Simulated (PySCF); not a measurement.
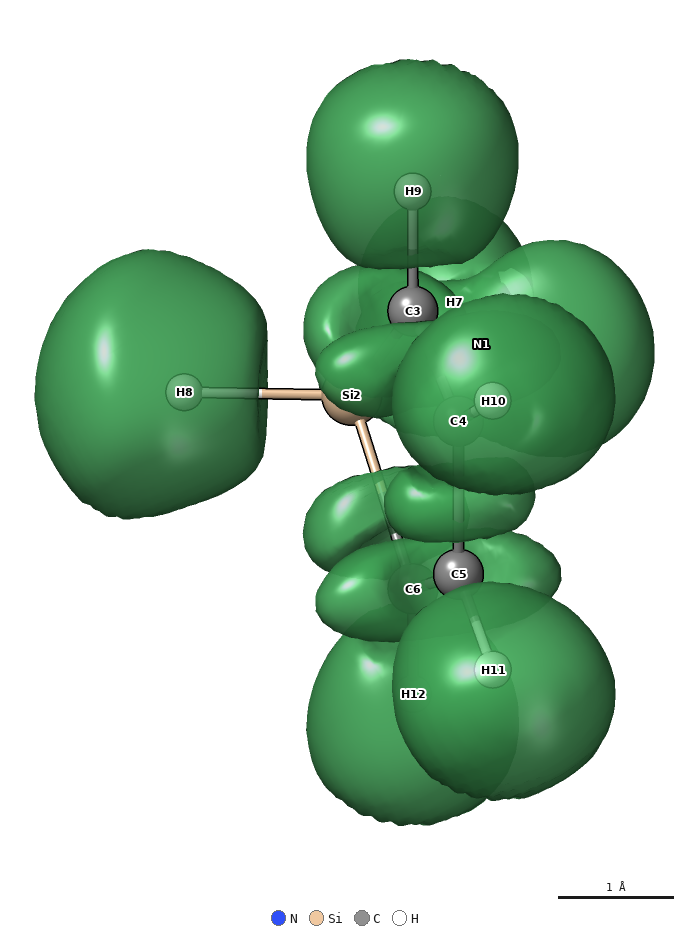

*C₄H₆NSi (SMILES [NH][SiH]1C=CC=C1) (doublet). Isosurface of the electron localisation function at 0.75 (green), seen at an oblique angle. Only the valence region is drawn (cores and ρ < 0.01 e/Å³ removed).*

Geometry: GFN2-xTB.

Computed with UKS B3LYP, pcH-1 on C H N Si, non-relativistic, mean-field spin-orbit, GIAO (PySCF).

```xyz
12

N     2.0781   -0.0406    1.0699
Si    1.1320    0.4007   -0.2112
C    -0.4954    1.1294    0.4956
C    -1.5168    0.3088    0.2600
C    -1.1977   -0.9342   -0.4030
C     0.0839   -1.1261   -0.7081
H     3.0582    0.1836    1.1409
H     1.4619    1.1432   -1.4358
H    -0.5640    2.0603    1.0275
H    -2.5412    0.5396    0.5263
H    -1.9806   -1.6447   -0.6388
H     0.4828   -2.0206   -1.1493
```

Identify the bonds, lone pairs and shells in this picture.

Answer. The surface consists of three regions between bonded C–C atoms (shared pairs), two regions between bonded C–Si atoms (shared pairs), five regions around hydrogen nuclei and one joined region spread over several atoms (H, N), in which their bonds and any lone pairs are merged. Along the contacts the grid gives the following. C–C (1.33 Å): the ELF peaks at about 0.95 between the atoms: a multiple bond. Si–N (1.65 Å): the ELF peaks at about 0.90 between the atoms; a short, strongly polar bond.
